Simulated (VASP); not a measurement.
Band structure of Ru (hcp). These are PBE GGA with D3 dispersion (zero damping), VASP's PBE PAW potentials (set 64) (plane waves; VASP) values and carry that method's errors.

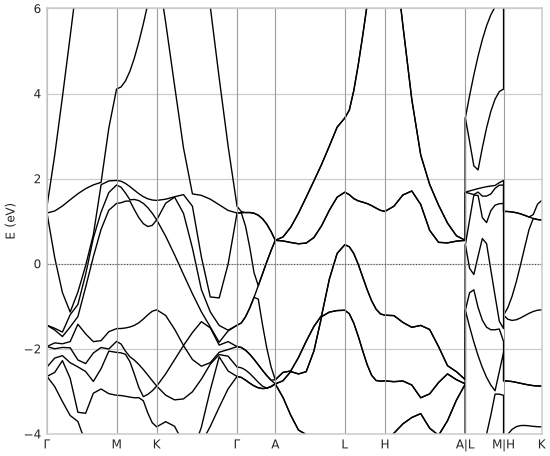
Figure. Bands along high-symmetry lines, zero at the valence-band maximum or, without a gap, the Fermi level

Read the plot: is there a gap, and where are the band edges?

It has no gap at this level: it comes out as a metal or semimetal. (Edges off the drawn lines would not show.)

The compound is Ru in the hcp structure. It was relaxed first.
